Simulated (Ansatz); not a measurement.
# Si2H4F2 (SMILES F[SiH2][SiH2]F) at HF/3-21G

What is the electronic atomisation energy of Si2H4F2 at HF/3-21G? 

Program for the calculation: Ansatz 0.2.0.

56 further runs of the same task are left out: 56 set aside as unsound or not needed.

**1. The molecule**

Si2H4F2 has 8 atoms, charge 0, and is taken as a singlet. SMILES: `F[SiH2][SiH2]F`. The shape is that of a PBE0-D4/def2-TZVP optimisation. This is one conformer, not always the lowest.

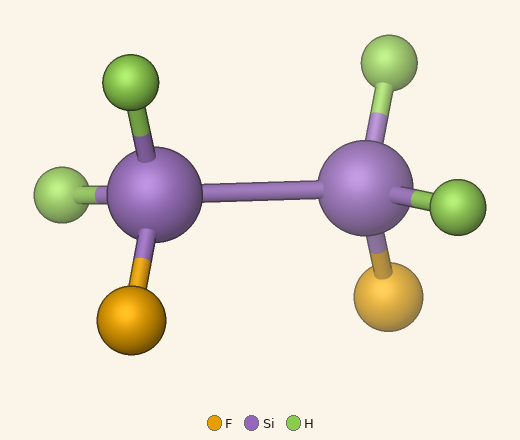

Viewed from a chosen angle; fluorine amber, silicon purple, hydrogen green.

**2. A single-point energy at HF/3-21G**

Input file run.yaml:

```yaml
crystal:
  periodic: [false, false, false]
  atoms:
    - {symbol: F, position_ang: [-1.934800, 1.205800, -0.274500]}
    - {symbol: Si, position_ang: [-0.357800, 1.128100, 0.012400]}
    - {symbol: Si, position_ang: [0.358600, -1.109600, 0.044100]}
    - {symbol: F, position_ang: [0.281000, -1.742000, -1.428800]}
    - {symbol: H, position_ang: [0.340100, 1.914200, -1.037000]}
    - {symbol: H, position_ang: [-0.099800, 1.743700, 1.341600]}
    - {symbol: H, position_ang: [1.774800, -1.164000, 0.495400]}
    - {symbol: H, position_ang: [-0.477100, -1.941900, 0.946800]}
basis:
  gaussian: {orbitals: 3-21G.json}
hamiltonian: {xc: hf}
output: {orbitals: {seedname: orbitals}}
accuracy: high
```

The basis set 3-21G is read from a file made from the Basis Set Exchange's data (not shown).

Launch:

```bash
ansatz run run.yaml --threads 1 --pin off --max-ram 3480MiB --events-out events.jsonl --progress --plain --runs-dir runs
```

Log:

```text
Warning: RAYON_NUM_THREADS=1 ignored (pool sized by the plan → 1); use --threads N
Functional definition: HF
  name "HF"
  exchange = exact_x
  correlation = 0
1153 factors; integrals over basis functions are off by at most 5.9e-9 eV
mean field evaluation 1: about -21086.3159 eV, gradient 3.3e1 eV
mean field evaluation 2: about -21086.6179 eV, gradient 3.4e1 eV
mean field evaluation 4: about -21088.9110 eV, gradient 1.5e0 eV
mean field evaluation 8: about -21088.9385 eV, gradient 6.7e-2 eV
mean field evaluation 16: about -21088.9385 eV, gradient 2.1e-8 eV
mean field -21088.93854653 eV, -775.0041969890 hartree, gradient 2.1e-8 eV, S^2 0.000000; 0 other end points of the search recorded, 0 dependent functions left out
reference -21088.93854653 eV, -775.0041969890 hartree; 25, 25 occupied and 27, 27 virtual orbitals, 1153 factors
Total energy: -21088.93854653 eV, -775.0041969890 hartree
```

Wall time 0.69 s (1 thread of Arm Neoverse V2, shared host); peak memory 0.11 GiB.

**3. The F atom at the same level**

Input file molecule.yaml:

```yaml
crystal:
  periodic: [false, false, false]
  atoms:
    - symbol: F
      position_ang: [0.000000, 0.000000, 0.000000]
basis:
  gaussian: {orbitals: 3-21G.json}
magnetization: {spin_polarized: true, initial_magnetization: 1}
hamiltonian: {xc: hf}
accuracy: high
```

The basis set 3-21G is read from a file made from the Basis Set Exchange's data (not shown).

Run the same way, it converges to -98.84501 Eh (log not shown).

**4. The H atom at the same level**

Input file job.yaml:

```yaml
basis:
  gaussian: {orbitals: 3-21G.json}
crystal:
  periodic: [false, false, false]
  atoms:
    - symbol: H
      position_ang: [0.000000, 0.000000, 0.000000]
hamiltonian: {xc: hf}
magnetization: {spin_polarized: true, initial_magnetization: 1}
accuracy: high
```

The basis set 3-21G is read from a file made from the Basis Set Exchange's data (not shown).

Run the same way, it converges to -0.49620 Eh (log not shown).

**5. The Si atom**

Input file run.yaml:

```yaml
crystal:
  periodic: [false, false, false]
  atoms:
    - {symbol: Si, position_ang: [0.000000, 0.000000, 0.000000]}
basis:
  gaussian: {orbitals: 3-21G.json}
magnetization: {spin_polarized: true, initial_magnetization: 2}
hamiltonian: {xc: hf}
accuracy: high
```

The basis set 3-21G is read from a file made from the Basis Set Exchange's data (not shown).

Run the same way, it converges to -287.34443 Eh (log not shown).

**6. Summary of results**

Level: HF/3-21G.

| quantity | value |
| --- | --- |
| molecule: total energy | -775.00420 Eh |
| molecule: HOMO energy | -11.37 eV |
| molecule: LUMO energy | 2.97 eV |
| molecule: HOMO–LUMO gap | 14.35 eV |
| F atom: total energy | -98.84501 Eh |
| F atom: ⟨S²⟩ | 0.750 |
| H atom: total energy | -0.49620 Eh |
| H atom: ⟨S²⟩ | 0.750 |
| Si atom: total energy | -287.34443 Eh |
| Si atom: ⟨S²⟩ | 2.000 |
| electronic atomisation energy | 17.430 eV |

Taking the molecule apart into free atoms costs 17.43 eV (1682 kJ/mol), before zero-point energy and without spin-orbit coupling. Hartree–Fock lacks the correlation of the bonding pairs, which as a rule makes this value much too low; in minimal bases other errors can mask that. The basis has no polarisation functions, which makes bonds too weak.
